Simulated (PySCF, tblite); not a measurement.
# C₅H₁₃B: a rotation path, then NMR shifts on frames, part 1 of 2

How do NMR shifts of C₅H₁₃B (`BC(C)(C)CC`) change as the atoms move?

Computed with tblite 0.8.0 and PySCF 2.14.0, with density-fitted response routines of our own, on a single molecule in the gas phase. Atoms are numbered from 0 throughout.

### Step 1. The molecule as given

19 atoms, charge 0, multiplicity 1; geometry from: GFN2-xTB.

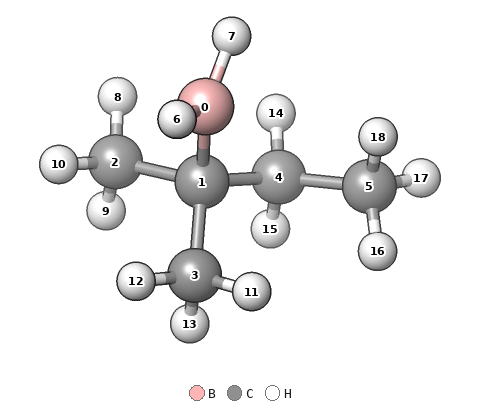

As it starts; boron pink, carbon grey, hydrogen white, atoms numbered; sticks join atoms by distance.

### Step 2. A band between two rotamers with GFN2-xTB

Job settings and geometry (Å):

```
{"job": {"kind": "neb", "xc": "GFN2-xTB", "basis": "xTB", "atoms": [2, 1, 4, 5], "turn": 120}, "charge": 0, "multiplicity": 1}
B     -0.479454     0.540170     1.582088
C     -0.365829     0.228945     0.034040
C     -0.927846     1.505680    -0.635766
C     -1.225703    -0.953453    -0.430811
C      1.083712     0.044714    -0.453582
C      1.809440    -1.106737     0.234175
H     -1.417463     0.196972     2.188704
H      0.339680     1.186256     2.109396
H     -0.336807     2.379750    -0.371172
H     -0.908267     1.390511    -1.718571
H     -1.956632     1.681579    -0.328940
H     -0.921705    -1.873509     0.060933
H     -2.272025    -0.777411    -0.192938
H     -1.138254    -1.093091    -1.507938
H      1.637690     0.966709    -0.263024
H      1.085429    -0.125390    -1.534400
H      1.347557    -2.061746    -0.002599
H      2.847213    -1.146651    -0.091158
H      1.789461    -0.974046     1.314099
```

With the program's defaults for keys left out, this is: GFN2-xTB climbing-image nudged elastic band, gas phase.

Run with:

```console
OMP_NUM_THREADS=1 python probes_run.py task.json out
```

One launch serves the whole session: the jobs run in the order shown.

The log of the run:

```text
image   E - E0 / eV
  0      -0.0000
  1       0.0200
  2       0.0819
  3       0.1635
  4       0.2177
  5       0.2053
  6       0.1410
  7       0.0805
  8       0.0563
```

Wall time 6.3 s (1 thread of Intel Xeon at 2.50GHz, shared host); peak memory 0.18 GiB.

The final band, with the dihedral C2–C1–C4–C5:

| image | dihedral (°) | energy (eV) | energy (kcal/mol) |
| --- | --- | --- | --- |
| 0 | 174 | 0.000 | 0.0 |
| 1 | 188 | 0.020 | 0.5 |
| 2 | 203 | 0.082 | 1.9 |
| 3 | 218 | 0.163 | 3.8 |
| 4 | 234 | 0.218 | 5.0 |
| 5 | 250 | 0.205 | 4.7 |
| 6 | 266 | 0.141 | 3.3 |
| 7 | 282 | 0.080 | 1.9 |
| 8 | 297 | 0.056 | 1.3 |

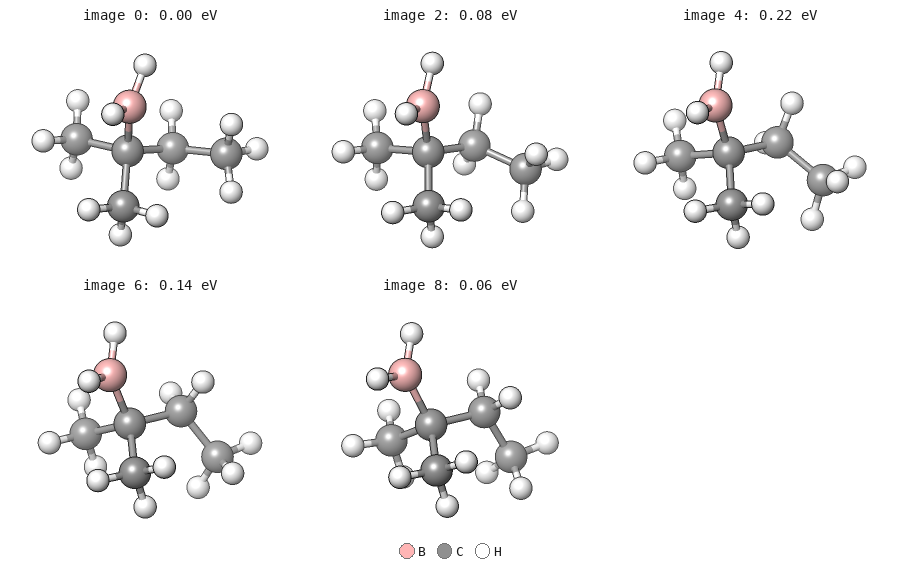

Images along the band.

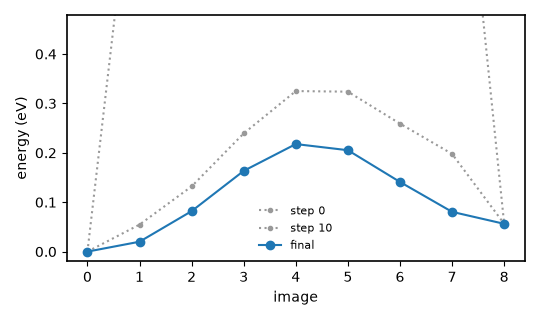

Energy along the band, early and final.

### Step 3. Shielding tensors: image 0, PBE0/pcSseg-1

Job settings and geometry (Å):

```
{"job": {"kind": "nmr", "xc": "PBE0", "basis": "pcSseg-1", "pop": false}, "charge": 0, "multiplicity": 1}
B     -0.479500     0.540200     1.582100
C     -0.365800     0.228900     0.034000
C     -0.927800     1.505700    -0.635800
C     -1.225700    -0.953500    -0.430800
C      1.083700     0.044700    -0.453600
C      1.809400    -1.106700     0.234200
H     -1.417500     0.197000     2.188700
H      0.339700     1.186300     2.109400
H     -0.336800     2.379800    -0.371200
H     -0.908300     1.390500    -1.718600
H     -1.956600     1.681600    -0.328900
H     -0.921700    -1.873500     0.060900
H     -2.272000    -0.777400    -0.192900
H     -1.138300    -1.093100    -1.507900
H      1.637700     0.966700    -0.263000
H      1.085400    -0.125400    -1.534400
H      1.347600    -2.061700    -0.002600
H      2.847200    -1.146700    -0.091200
H      1.789500    -0.974000     1.314100
```

With the program's defaults for keys left out, this is: GIAO PBE0/pcSseg-1 NMR shielding, non-relativistic, gas phase.

The log of the run:

```text
coarse grid: 14576 points
cycle   1  E = -222.7762462096  dE =  2.831e-01  |g| = 4.233e-01  |ddm| = 3.517e+00
cycle   2  E = -222.7636829021  dE =  1.256e-02  |g| = 4.883e-01  |ddm| = 8.673e-01
cycle   3  E = -222.8270708756  dE = -6.339e-02  |g| = 4.084e-02  |ddm| = 4.985e-01
cycle   4  E = -222.8273771292  dE = -3.063e-04  |g| = 2.060e-02  |ddm| = 5.554e-02
cycle   5  E = -222.8274751430  dE = -9.801e-05  |g| = 3.625e-03  |ddm| = 1.871e-02
cycle   6  E = -222.8274782465  dE = -3.103e-06  |g| = 8.701e-04  |ddm| = 4.107e-03
final grid: 137088 points
cycle   7  E = -222.8641549686  dE = -6.087e-05  |g| = 9.463e-03  |ddm| = 3.794e-02
cycle   8  E = -222.8641458702  dE =  9.098e-06  |g| = 1.121e-02  |ddm| = 1.887e-02
cycle   9  E = -222.8641787274  dE = -3.286e-05  |g| = 7.289e-04  |ddm| = 1.056e-02
cycle  10  E = -222.8641788424  dE = -1.150e-07  |g| = 2.400e-04  |ddm| = 8.757e-04
cycle  11  E = -222.8641788555  dE = -1.306e-08  |g| = 4.632e-05  |ddm| = 2.021e-04
cycle  12  E = -222.8641788560  dE = -5.210e-10  |g| = 1.241e-05  |ddm| = 5.825e-05
converged SCF energy = -222.8641788560

GIAO shielding tensors (ppm)
atom      isotropic    diamagn.    paramagn.     s11        s22        s33       span
  0 B        7.998     195.243    -187.245    -70.769    -25.254    120.017    190.785
  1 C      146.794     247.178    -100.383    122.095    146.224    172.065     49.970
  2 C      166.144     247.948     -81.805    142.348    164.273    191.810     49.462
  3 C      159.914     248.191     -88.278    132.687    163.260    183.794     51.107
  4 C      144.800     247.996    -103.196    125.442    139.592    169.365     43.923
  5 C      170.402     247.650     -77.248    153.778    169.932    187.498     33.720
  6 H       23.980      31.655      -7.675     15.583     27.916     28.441     12.858
  7 H       23.774      31.673      -7.899     14.737     27.875     28.709     13.972
  8 H       31.068      31.130      -0.062     26.179     28.909     38.116     11.937
  9 H       30.734      30.977      -0.243     28.004     28.413     35.786      7.781
 10 H       31.195      30.776       0.419     26.370     28.835     38.378     12.008
 11 H       29.856      31.937      -2.081     25.144     28.892     35.532     10.389
 12 H       30.352      31.623      -1.271     26.485     27.855     36.716     10.231
 13 H       31.167      31.823      -0.656     27.701     29.270     36.531      8.830
 14 H       29.701      32.947      -3.246     24.859     29.935     34.307      9.448
 15 H       30.591      32.841      -2.250     27.065     30.236     34.471      7.406
 16 H       30.459      30.901      -0.442     25.567     30.438     35.371      9.805
 17 H       30.508      28.762       1.746     25.972     27.542     38.009     12.037
 18 H       31.301      30.897       0.404     26.951     29.696     37.255     10.304
```

It took 68 s on 1 thread of Intel Xeon at 2.50GHz, shared host; peak memory 0.76 GiB.

Shifts follow as δ = σ(reference) − σ, with reference shieldings (ppm) from runs at the same level and on the same kind of geometry: 1H TMS 31.72, 13C TMS 186.9, 11B BF3·OEt2 100.1. The references are single molecules in the gas phase. Each atom is listed at this fixed geometry, with no averaging over motion; a spectrum would average atoms that exchange fast.

| atoms | environment | σ (ppm) | δ (ppm) |
| --- | --- | --- | --- |
| C4 | sp3 CH2 | 144.8 | 42.1 |
| C1 | fully substituted sp3 carbon bonded to B | 146.8 | 40.1 |
| C3 | methyl carbon | 159.9 | 27.0 |
| C2 | methyl carbon | 166.1 | 20.8 |
| C5 | methyl carbon | 170.4 | 16.5 |
| H7 | hydrogen on a boron bonded to C | 23.77 | 7.94 |
| H6 | hydrogen on a boron bonded to C | 23.98 | 7.74 |
| H14 | hydrogen on an sp3 CH2 | 29.70 | 2.02 |
| H11 | hydrogen on a methyl carbon | 29.86 | 1.86 |
| H12 | hydrogen on a methyl carbon | 30.35 | 1.36 |
| H16 | hydrogen on a methyl carbon | 30.46 | 1.26 |
| H17 | hydrogen on a methyl carbon | 30.51 | 1.21 |
| H15 | hydrogen on an sp3 CH2 | 30.59 | 1.13 |
| H9 | hydrogen on a methyl carbon | 30.73 | 0.98 |
| H8 | hydrogen on a methyl carbon | 31.07 | 0.65 |
| H13 | hydrogen on a methyl carbon | 31.17 | 0.55 |
| H10 | hydrogen on a methyl carbon | 31.19 | 0.52 |
| H18 | hydrogen on a methyl carbon | 31.30 | 0.42 |
| B0 | boron bonded to C, 2 H | 8.0 | 92.1 |

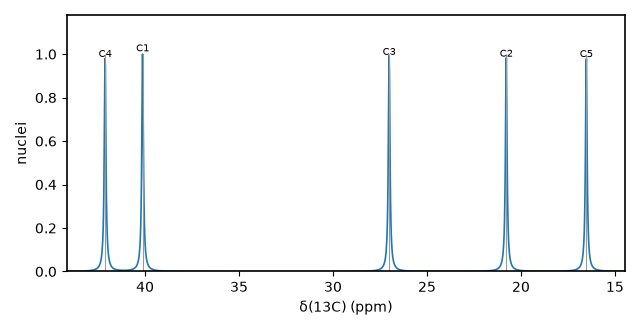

13C lines at the computed shifts, without couplings. Lines are broadened to a width of 0.10 ppm (Lorentzian).

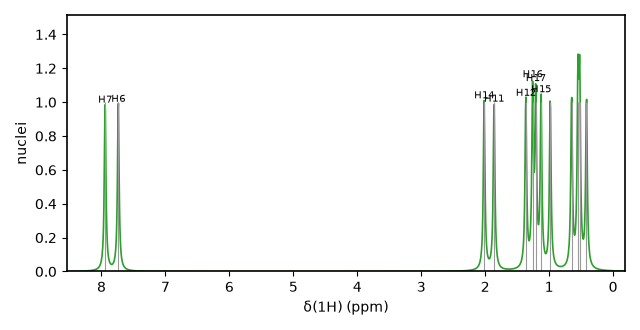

1H lines at the computed shifts, without couplings. Lines are broadened to a width of 0.03 ppm (Lorentzian).

Orbitals, density, ELF and potential are computed afterwards from the orbital file.

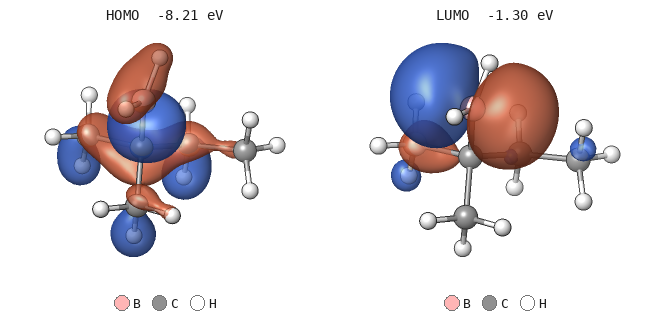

Frontier orbitals at PBE0/pcSseg-1; each surface holds 70 % of the orbital's density, blue and red mark the sign.

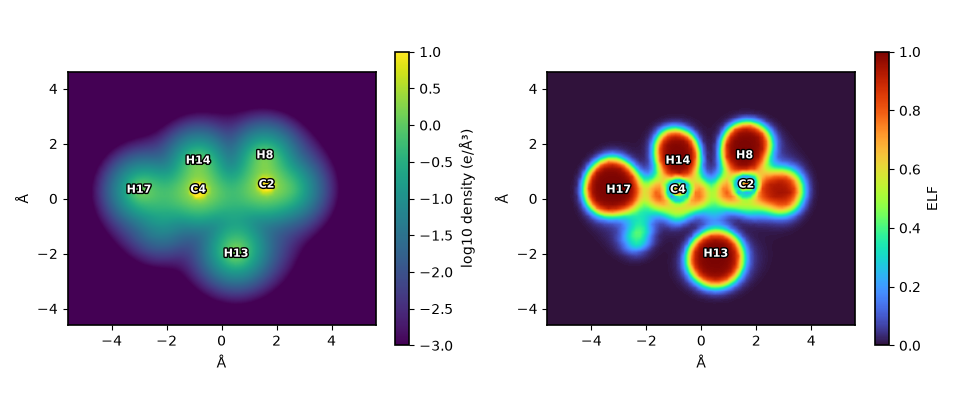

Density (left) and ELF (right) in a plane through or near 6 of the atoms.

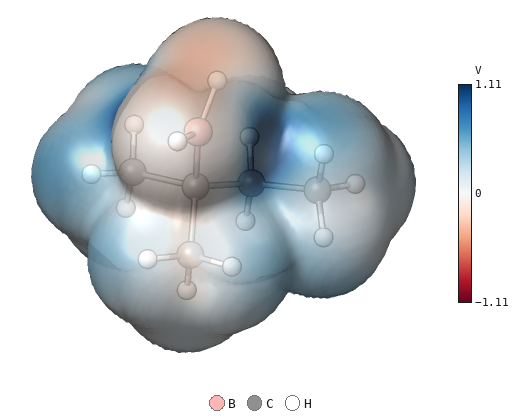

The potential that a unit positive charge feels on the 0.002 e/bohr³ surface, from -0.30 to 1.11 V.

### Step 4. NMR shieldings: image 2, PBE0/pcSseg-1

Job settings and geometry (Å):

```
{"job": {"kind": "nmr", "xc": "PBE0", "basis": "pcSseg-1", "pop": false}, "charge": 0, "multiplicity": 1}
B     -0.567100     0.748700     1.609900
C     -0.344100     0.275700     0.116100
C     -0.941600     1.437300    -0.716700
C     -1.131100    -0.990300    -0.248300
C      1.143800     0.135400    -0.286100
C      1.746500    -1.240200    -0.017500
H     -1.501100     0.396200     2.217500
H      0.167000     1.525000     2.084600
H     -0.406700     2.368000    -0.542900
H     -0.874300     1.191600    -1.776200
H     -1.990000     1.591800    -0.470100
H     -0.852100    -1.819100     0.396600
H     -2.196500    -0.813000    -0.120800
H     -0.954200    -1.276500    -1.284400
H      1.724500     0.885500     0.255100
H      1.252700     0.348000    -1.353100
H      1.290600    -1.989700    -0.659300
H      2.814300    -1.225300    -0.230500
H      1.609600    -1.539800     1.018700
```

With the program's defaults for keys left out, this is: GIAO PBE0/pcSseg-1 NMR shielding, non-relativistic, gas phase.

The log of the run:

```text
coarse grid: 14576 points
cycle   1  E = -222.7726686523  dE =  2.783e-01  |g| = 4.213e-01  |ddm| = 3.520e+00
cycle   2  E = -222.7604027718  dE =  1.227e-02  |g| = 4.859e-01  |ddm| = 8.597e-01
cycle   3  E = -222.8229960876  dE = -6.259e-02  |g| = 4.219e-02  |ddm| = 4.935e-01
cycle   4  E = -222.8233377670  dE = -3.417e-04  |g| = 1.989e-02  |ddm| = 5.669e-02
cycle   5  E = -222.8234288986  dE = -9.113e-05  |g| = 4.007e-03  |ddm| = 1.829e-02
cycle   6  E = -222.8234326429  dE = -3.744e-06  |g| = 9.353e-04  |ddm| = 4.649e-03
final grid: 137088 points
cycle   7  E = -222.8609633533  dE = -7.335e-05  |g| = 9.430e-03  |ddm| = 4.163e-02
cycle   8  E = -222.8609550684  dE =  8.285e-06  |g| = 1.104e-02  |ddm| = 1.850e-02
cycle   9  E = -222.8609868351  dE = -3.177e-05  |g| = 7.692e-04  |ddm| = 1.027e-02
cycle  10  E = -222.8609869652  dE = -1.302e-07  |g| = 2.504e-04  |ddm| = 9.548e-04
cycle  11  E = -222.8609869793  dE = -1.405e-08  |g| = 5.816e-05  |ddm| = 2.187e-04
cycle  12  E = -222.8609869801  dE = -7.994e-10  |g| = 1.408e-05  |ddm| = 7.220e-05
converged SCF energy = -222.8609869801

GIAO shielding tensors (ppm)
atom      isotropic    diamagn.    paramagn.     s11        s22        s33       span
  0 B        6.304     194.493    -188.189    -69.815    -25.458    114.183    183.998
  1 C      148.630     247.036     -98.405    124.789    144.634    176.468     51.679
  2 C      165.613     248.258     -82.646    147.028    159.585    190.226     43.198
  3 C      160.705     248.524     -87.818    143.873    160.059    178.184     34.311
  4 C      146.675     247.301    -100.626    129.787    138.717    171.521     41.734
  5 C      170.648     247.464     -76.816    160.152    168.185    183.608     23.457
  6 H       23.965      31.333      -7.368     15.714     27.757     28.424     12.709
  7 H       23.870      31.547      -7.676     15.198     28.111     28.301     13.103
  8 H       30.964      31.064      -0.100     26.146     28.679     38.067     11.921
  9 H       30.853      31.214      -0.362     27.956     28.891     35.710      7.754
 10 H       31.195      30.861       0.334     26.395     28.671     38.519     12.124
 11 H       30.088      32.078      -1.990     25.392     28.961     35.911     10.519
 12 H       30.476      31.734      -1.258     26.566     28.278     36.585     10.019
 13 H       31.008      32.098      -1.090     27.552     29.312     36.160      8.608
 14 H       29.366      32.654      -3.289     24.558     28.769     34.771     10.213
 15 H       30.481      32.768      -2.287     25.945     31.092     34.407      8.462
 16 H       30.526      30.835      -0.309     25.863     30.456     35.259      9.396
 17 H       30.571      28.691       1.881     25.885     27.772     38.057     12.171
 18 H       31.286      30.907       0.380     27.277     29.241     37.340     10.063
```

It took 58 s on 1 thread of Intel Xeon at 2.50GHz, shared host; peak memory 0.79 GiB.

This run: δ C4 40.2, C1 38.3, C3 26.2, C2 21.3, H7 7.85, H6 7.75 ppm.

(Continued in part 2 of 2.)
